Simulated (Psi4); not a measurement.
# M06-L/def2-TZVPD (Coulomb fitting set, sweep point 1) run of CH2BN (BH2(CN))

Aim: the vertical ionisation energy of CH2BN (BH2(CN)) at M06-L/def2-TZVPD (Coulomb fitting set, sweep point 1), from 2 runs. 

The calculation is run with Psi4 1.11.

4 further runs of the same task are left out: 4 that didn't finish.

### Step 1. Starting point

CH2BN has 5 atoms, charge 0, and is taken as a singlet. SMILES: `[H]B([H])C#N`. The coordinates come from a GFN2-xTB relaxation.

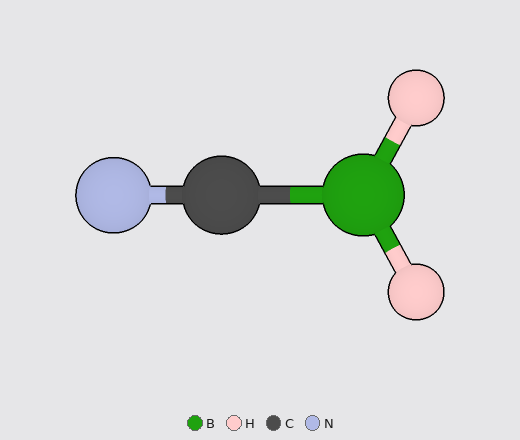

The structure, seen from a chosen angle (boron green, hydrogen pink, carbon dark grey, nitrogen light blue).

### Step 2. A single-point energy at M06-L/def2-TZVPD (Coulomb fitting set, sweep point 1)

The input, ch2bn.inp:

```
memory 1600 mb

molecule {
  0 1
  B      0.57398541     0.99694391     0.01606267
  H      2.77574312     0.95618252     0.11020883
  H     -0.56364861     2.88372207    -0.05096591
  C     -0.85164287    -1.47702884    -0.02277120
  N     -1.93443704    -3.35981967    -0.05253439
  units bohr
  symmetry c1
}

set basis def2-TZVPD
set puream true
set scf_type df
set dft_radial_points 99
set dft_spherical_points 590
set df_basis_scf def2-universal-jfit

energy_value, wavefunction = energy("m06-l", return_wfn=True)
print_variables()
```

Launch:

```sh
$ psi4 -n 1 ch2bn.inp ch2bn.out
```

ch2bn.out:

```text
[...]
  Running in c1 symmetry.
[...]
  Nuclear repulsion =   46.535006348143220
[...]
  Multiplicity = 1
[...]
  Nalpha       = 10
  Nbeta        = 10
[...]
    Number of basis functions: 129
[...]
   @DF-RKS iter   1:  -118.73843504689573   -6.34064e-01   4.41779e-03 DIIS/ADIIS
[...]
   @DF-RKS iter   8:  -118.90199607154767   -2.42576e-07   8.27577e-07 DIIS
[...]
    Orbital Energies [Eh]
    ---------------------
    Doubly Occupied:
       1A    -14.192538     2A    -10.081003     3A     -6.705941
       4A     -0.882146     5A     -0.587349     6A     -0.423757
       7A     -0.385969     8A     -0.347355     9A     -0.338384
      10A     -0.316252
[...]
  @DF-RKS Final Energy:  -118.90199607154767
   => Energetics <=
    Nuclear Repulsion Energy =             46.5350063481432201
    One-Electron Energy =                -251.1574093611530145
    Two-Electron Energy =                 102.8111221124317467
    DFT Exchange-Correlation Energy =     -17.0907151709696237
    Empirical Dispersion Energy =           0.0000000000000000
    VV10 Nonlocal Energy =                  0.0000000000000000
    Total Energy =                       -118.9019960715476714
[...]
 Multipole Moments:
 ------------------------------------------------------------------------------------
     Multipole            Electronic (a.u.)      Nuclear  (a.u.)        Total (a.u.)
 ------------------------------------------------------------------------------------
 L = 1.  Multiply by 2.5417464519 to convert [e a0] to [Debye]
 Dipole X            :         -0.6662191            1.1688179            0.5025988
 Dipole Y            :         -1.1554577            2.0286781            0.8732204
 Dipole Z            :         -0.0169077            0.0309818            0.0140742
 Magnitude           :                                                    1.0076296
[...]
```

Wall time 44 s (1 thread of Intel Xeon Platinum 8259CL at 2.50GHz (Skylake/Cascade Lake), shared host); peak memory 1 GiB.

### Step 3. The doublet cation

The input, calc.dat:

```
memory 1600 MB

molecule mol {
  1 2
  B      0.57398541     0.99694391     0.01606267
  H      2.77574312     0.95618252     0.11020883
  H     -0.56364861     2.88372207    -0.05096591
  C     -0.85164287    -1.47702884    -0.02277120
  N     -1.93443704    -3.35981967    -0.05253439
  units bohr
  symmetry c1
}

set basis def2-TZVPD
set reference uks
set puream true
set scf_type df
set dft_radial_points 99
set dft_spherical_points 590
set df_basis_scf def2-universal-jfit
set maxiter 150

result, w = energy('m06-l', return_wfn=True)
print_variables()
```

Launch:

```sh
$ psi4 -n 1 calc.dat calc.out
```

calc.out:

```text
[...]
  Running in c1 symmetry.
[...]
  Nuclear repulsion =   46.535006348143220
[...]
  Multiplicity = 2
[...]
  Nalpha       = 10
  Nbeta        = 9
[...]
    Number of basis functions: 129
[...]
   @DF-UKS iter   1:  -118.37045612089355   -2.66085e-01   3.23601e-03 ADIIS/DIIS
[...]
   @DF-UKS iter  11:  -118.45557434488509   -4.24491e-08   4.44299e-07 DIIS
[...]
   @S^2 Observed:                7.580061509E-01
[...]
    Orbital Energies [Eh]
    ---------------------
    Alpha Occupied:
       1A    -14.538391     2A    -10.416530     3A     -7.000183
       4A     -1.231213     5A     -0.882137     6A     -0.710458
       7A     -0.696735     8A     -0.657103     9A     -0.642968
      10A     -0.634822
    Alpha Virtual:
      11A     -0.409762    12A     -0.323850    13A     -0.229306
      14A     -0.166468    15A     -0.126427    16A     -0.118461
      17A     -0.111841    18A     -0.093705    19A     -0.081425
      20A     -0.077846    21A     -0.070138    22A     -0.034266
      23A     -0.031891    24A     -0.009407    25A      0.016207
[...]
  @DF-UKS Final Energy:  -118.45557434488509
   => Energetics <=
    Nuclear Repulsion Energy =             46.5350063481432201
    One-Electron Energy =                -244.9665424629387189
    Two-Electron Energy =                  96.7287939426406638
    DFT Exchange-Correlation Energy =     -16.7528321727302547
    Empirical Dispersion Energy =           0.0000000000000000
    VV10 Nonlocal Energy =                  0.0000000000000000
    Total Energy =                       -118.4555743448850933
[...]
 Multipole Moments:
 ------------------------------------------------------------------------------------
     Multipole            Electronic (a.u.)      Nuclear  (a.u.)        Total (a.u.)
 ------------------------------------------------------------------------------------
 L = 1.  Multiply by 2.5417464519 to convert [e a0] to [Debye]
 Dipole X            :         -0.3848926            1.1688179            0.7839254
 Dipole Y            :         -0.6665140            2.0286781            1.3621641
 Dipole Z            :         -0.0093907            0.0309818            0.0215912
 Magnitude           :                                                    1.5717812
[...]
```

It took 82 s on 1 thread of Intel Xeon Platinum 8259CL at 2.50GHz (Skylake/Cascade Lake), shared host; peak memory 1 GiB.

### Step 4. Summary of results

At M06-L/def2-TZVPD (Coulomb fitting set, sweep point 1):

| quantity | value |
| --- | --- |
| singlet CH2BN: total energy | -118.90200 Eh |
| singlet CH2BN: dipole moment | 2.56 D |
| singlet CH2BN: HOMO energy | -8.61 eV |
| singlet CH2BN: LUMO energy | -3.79 eV |
| singlet CH2BN: HOMO–LUMO gap | 4.82 eV |
| doublet cation: total energy | -118.45557 Eh |
| doublet cation: HOMO energy (highest over α and β) | -17.04 eV |
| doublet cation: LUMO energy (lowest over α and β) | -15.66 eV |
| doublet cation: ⟨S²⟩ | 0.758 |
| vertical ionisation energy (to the doublet cation) | 12.148 eV |

The vertical ionisation energy comes to 12.15 eV (1172 kJ/mol). −ε(HOMO) before ionisation, 8.61 eV, is 3.54 eV below this ionisation energy.
